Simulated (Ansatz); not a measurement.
**One shape, several levels: doublet [HNO2]+**

Aim: a comparison of 6 runs (U-r2SCAN0/STO-3G, U-wB97M-V/STO-3G, UHSE06/STO-3G, UCCSDT/STO-3G, UCCSD/STO-3G, UCCSD(T)/STO-3G) of doublet [HNO2]+. 

The calculation is run with Ansatz 0.2.0.

54 further runs of the same task are left out: 1 that didn't finish, 53 set aside as unsound or not needed.

## Step 1: The system as given

[HNO2]+: 4 atoms, total charge +1, spin state doublet. SMILES of the parent species: `O=NO`. The shape is that of a GFN2-xTB optimisation. That shape belongs to the parent species and isn't relaxed for this state.

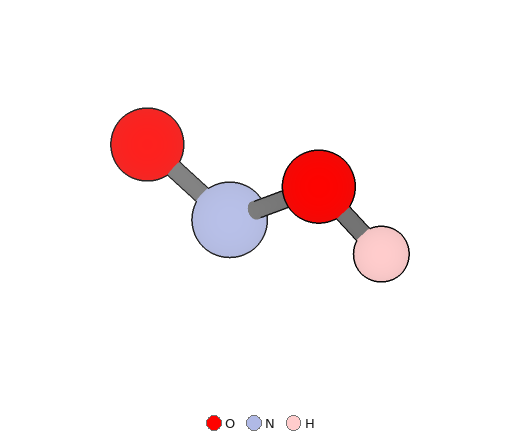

The structure, seen from a chosen angle (oxygen red, nitrogen light blue, hydrogen pink).

## Step 2: The energy at U-r2SCAN0/STO-3G (run 1)

The input, input.yaml:

```yaml
crystal:
  periodic: [false, false, false]
  atoms:
    - {symbol: O, position_ang: [0.424700, 0.045690, 1.471310]}
    - {symbol: "N", position_ang: [0.319310, -0.411420, 0.387280]}
    - {symbol: O, position_ang: [-0.357270, 0.415910, -0.505360]}
    - {symbol: H, position_ang: [-0.386730, -0.050180, -1.353230]}
basis:
  gaussian:
    orbitals: STO-3G
total_charge: 1
magnetization:
  spin_polarized: true
  initial_magnetization: 1
hamiltonian:
  xc: {name: r2SCAN0}
accuracy: high
```

On the command line:

```sh
$ ansatz run input.yaml --threads 1 --pin off --max-ram 2610MiB --events-out events.jsonl --progress --plain --runs-dir runs
```

Standard output:

```text
Warning: RAYON_NUM_THREADS=1 ignored (pool sized by the plan → 1); use --threads N
Functional definition: r2SCAN0
  name "r2SCAN0"
  parameter a = 0.25
  parameter k0 = 0.174
  parameter k1 = 0.065
  parameter a1 = 4.9479
  exchange = (1 - a)*r2scan_x(k0 = k0, k1 = k1, a1 = a1) + a*exact_x
  correlation = r2scan_c
275 factors; integrals over basis functions are off by at most 3.2e-8 eV
mean field evaluation 1: about -5508.1537 eV, gradient 1.8e1 eV
mean field evaluation 2: about -5504.7507 eV, gradient 3.1e1 eV
mean field evaluation 4: about -5509.8347 eV, gradient 2.6e0 eV
mean field evaluation 8: about -5509.8681 eV, gradient 7.3e-2 eV
mean field evaluation 16: about -5509.8685 eV, gradient 3.0e-4 eV
mean field -5509.86854936 eV, -202.4839344659 hartree, gradient 5.1e-8 eV, S^2 0.765325; 0 other end points of the search recorded, 0 dependent functions left out
reference -5509.86854969 eV, -202.4839344780 hartree; 12, 11 occupied and 4, 5 virtual orbitals, 275 factors
Total energy: -5509.86854969 eV, -202.4839344780 hartree
```

Wall time 2.2 s (1 thread of Intel Xeon Platinum 8559C (Emerald Rapids), shared host); peak memory 0.21 GiB.

## Step 3: The energy at U-wB97M-V/STO-3G (run 2)

The input, in.yaml:

```yaml
crystal:
  periodic: [false, false, false]
  atoms:
    - symbol: O
      position_ang: [0.424700, 0.045690, 1.471310]
    - symbol: "N"
      position_ang: [0.319310, -0.411420, 0.387280]
    - symbol: O
      position_ang: [-0.357270, 0.415910, -0.505360]
    - symbol: H
      position_ang: [-0.386730, -0.050180, -1.353230]
basis:
  gaussian:
    orbitals: STO-3G
total_charge: 1
magnetization:
  spin_polarized: true
  initial_magnetization: 1
hamiltonian:
  xc: {name: wB97M-V}
accuracy: high
```

On the command line:

```sh
$ ansatz run in.yaml --threads 1 --pin off --max-ram 2610MiB --events-out events.jsonl --progress --plain --runs-dir runs
```

Standard output (excerpt; [...] marks lines left out):

```text
Warning: RAYON_NUM_THREADS=1 ignored (pool sized by the plan → 1); use --threads N
Functional definition: wB97M-V
  name "wB97M-V"
[...]
  gx(w, u) = 1 - cx + cx01*u + cx10*w
  gss(w, u) = css00 + css04*u^4 + css10*w + css20*w^2 + css43*w^4*u^3
  gos(w, u) = cos00 + cos10*w + (cos20 + cos21*u)*w^2 + (cos60 + cos61*u)*w^6
[...]
      + integral(e_c_pw_mod_opposite_spin*gos(b97_w_opposite, b97_u_opposite)) + vv10(b, c)
275 factors; integrals over basis functions are off by at most 3.2e-8 eV
122 factors; integrals over basis functions are off by at most 8.6e-10 eV
[...]
mean field -5512.62466363 eV, -202.5852197973 hartree, gradient 8.3e-8 eV, S^2 0.759003; 0 other end points of the search recorded, 0 dependent functions left out
reference -5512.62466502 eV, -202.5852198485 hartree; 12, 11 occupied and 4, 5 virtual orbitals, 275 factors
Total energy: -5512.62466502 eV, -202.5852198485 hartree
```

Wall time 9 s (1 thread of Intel Xeon Platinum 8559C (Emerald Rapids), shared host); peak memory 0.42 GiB.

Runs 3 to 4 aren't shown in full; the table further down has their settings and results.

## Step 4: A single-point energy at UCCSD/STO-3G (run 5)

The input, in.yaml:

```yaml
crystal:
  periodic: [false, false, false]
  atoms:
    - {symbol: O, position_ang: [0.424700, 0.045690, 1.471310]}
    - {symbol: "N", position_ang: [0.319310, -0.411420, 0.387280]}
    - {symbol: O, position_ang: [-0.357270, 0.415910, -0.505360]}
    - {symbol: H, position_ang: [-0.386730, -0.050180, -1.353230]}
basis:
  gaussian:
    orbitals: STO-3G
total_charge: 1
magnetization:
  spin_polarized: true
  initial_magnetization: 1
correlation:
  method: ccsd
  frozen_orbitals: {H: 0, "N": 1, O: 1}
accuracy: high
scf:
  omitted_lower_state_checks: [cluster_reference, increment]
```

On the command line:

```sh
$ ansatz run in.yaml --threads 1 --pin off --max-ram 2610MiB --events-out events.jsonl --progress --plain --runs-dir runs
```

Standard output:

```text
Warning: RAYON_NUM_THREADS=1 ignored (pool sized by the plan → 1); use --threads N
[... 15 lines left out ...]
3 core orbitals not correlated: weight in the atoms' cores, before any rotation towards them, 1.000 or more for the frozen orbitals, at most 0.000 for the correlated occupied ones
[... 36 lines left out ...]
Total energy: -5492.05235271 eV, -201.8292013152 hartree
Checks for a lower state left out: cluster_reference, increment
```

Run time: 0.3 s. Hardware: 1 thread of Intel Xeon Platinum 8559C (Emerald Rapids), shared host.

## Step 5: The energy at UCCSD(T)/STO-3G (run 6)

The input, job.yaml:

```yaml
crystal:
  periodic: [false, false, false]
  atoms:
    - {symbol: O, position_ang: [0.424700, 0.045690, 1.471310]}
    - {symbol: N, position_ang: [0.319310, -0.411420, 0.387280]}
    - {symbol: O, position_ang: [-0.357270, 0.415910, -0.505360]}
    - {symbol: H, position_ang: [-0.386730, -0.050180, -1.353230]}
basis:
  gaussian: {orbitals: STO-3G}
magnetization: {spin_polarized: true, initial_magnetization: 1}
scf: {omitted_lower_state_checks: [cluster_reference, increment]}
accuracy: high
correlation: {method: ccsd_t, frozen_orbitals: {H: 0, "N": 1, O: 1}}
total_charge: 1
```

On the command line:

```sh
$ ansatz run job.yaml --threads 1 --pin off --max-ram 2610MiB --events-out events.jsonl --progress --plain --runs-dir runs
```

Standard output:

```text
Warning: RAYON_NUM_THREADS=1 ignored (pool sized by the plan → 1); use --threads N
[... 15 lines left out ...]
3 core orbitals not correlated: weight in the atoms' cores, before any rotation towards them, 1.000 or more for the frozen orbitals, at most 0.000 for the correlated occupied ones
[... 37 lines left out ...]
Total energy: -5492.27896976 eV, -201.8375293384 hartree
Checks for a lower state left out: cluster_reference, increment
```

Run time: 0.3 s. Hardware: 1 thread of Intel Xeon Platinum 8559C (Emerald Rapids), shared host.

## Step 6: Overview of the runs

```csv
run,level,frozen core orbitals,energy (Eh),⟨S²⟩,wall time
1,U-r2SCAN0/STO-3G,–,-202.483934,0.765,2.2 s
2,U-wB97M-V/STO-3G,–,-202.585220,0.759,9 s
3,UHSE06/STO-3G,–,-202.384212,0.759,1.1 s
4,UCCSDT/STO-3G,3,-201.841137,0.962,0.86 s
5,UCCSD/STO-3G,3,-201.829201,0.962,0.3 s
6,UCCSD(T)/STO-3G,3,-201.837529,0.962,0.3 s
```

## Step 7: Results

| quantity | value |
| --- | --- |
| run 6: total energy | -201.83753 Eh |
| run 6: correlation energy (3 core orbitals frozen) | -214.8 mEh |
| run 6: (T) correction | -8.33 mEh |
| run 6: ⟨S²⟩ of the reference determinant | 0.962 |
| run 6: T1 diagnostic | 0.058 |

**Reading.** Totals of different functionals can't be ranked against each other. In runs 1, 2, 3, 4, 5, 6 the basis is minimal, so the values are rough. Spin contamination of the reference: run 4 ⟨S²⟩ = 0.96, run 5 ⟨S²⟩ = 0.96, run 6 ⟨S²⟩ = 0.96. All runs together took 14 s, the longest 9 s.
